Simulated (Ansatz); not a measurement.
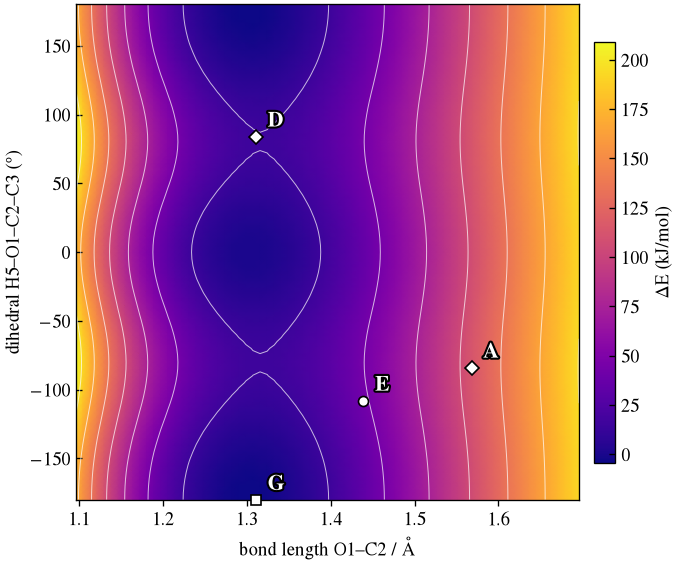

C2H2OS, SMILES OC1=CS1. The first coordinate is: bond length O1–C2; the second: dihedral H5–O1–C2–C3. Nothing is relaxed (all other coordinates rigid). The grid has 15 × 15 points; 125 points were computed and 100 follow by symmetry. Points are written as (first, second). Energies are in kJ/mol, from the relaxed molecule at the same level. These are results of RHF/def2-TZVP in Ansatz 0.2.0, not measurements.

In the figure: a smooth colour map with a few white contour lines, lettered points. Between grid points the surface is interpolated.

> Is G the lowest point of the computed grid?

Yes. G, at (1.311 Å, −180°), has the lowest energy of the grid.

> What kind of point is each of A, D, E, G: minimum, saddle, maximum or slope?

A: on a slope; D: saddle point; E: on a slope; G: minimum. (In these two coordinates alone; a stationary point may lie a little off the grid point.)
